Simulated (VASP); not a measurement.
Given:

```
CELL_PARAMETERS angstrom
      2.92946     0.00000     0.00000
      0.00000     2.92946     0.00000
      0.00000     0.00000     2.92946
ATOMIC_POSITIONS crystal
  Ti 0.00000 0.00000 0.00000
  Co 0.50000 0.50000 0.50000
```

The numbers are results of AM05 GGA, VASP's PBE PAW potentials (set 64) (plane waves; VASP), not measurements. Run with 520 eV cut-off, 14×14×14 Γ-centred mesh, tetrahedra with Blöchl corrections, potentials Ti_sv Co.

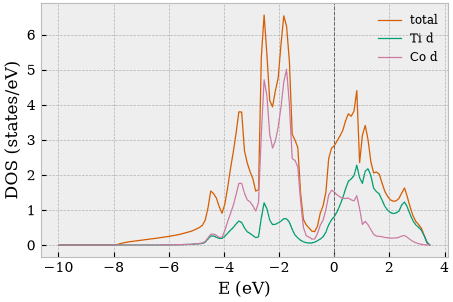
Total and projected density of states, zero at the Fermi level

Within 2 eV below the Fermi level the largest weight inside VASP's projection spheres is Co d.

It has no gap at this level: it comes out as a metal or semimetal.

The compound is TiCo in the CsCl type structure. It was relaxed first, which changed the volume by -6 %. The run is not spin-polarised, so no magnetic state was tried. The electron count is odd and the run is not spin-polarised, which forces a metal.
